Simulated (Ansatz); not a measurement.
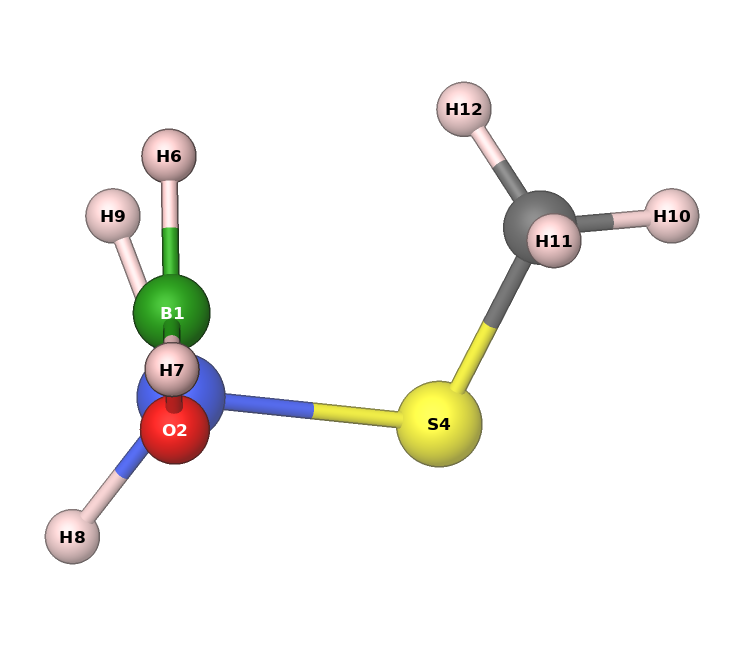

Si3 lies behind O2. The molecule seen nearly along the O2–Si3 bond, O2 in front. Distant atoms are faded towards the background colour. Computed geometry: PBE0-D4/def2-TZVP optimisation. No frequency run is at hand to confirm it as a minimum.

**What is the torsion angle B1–O2–Si3–S4? The sign is positive where the front bond must turn clockwise to cover the back bond.**

99°, about perpendicular.
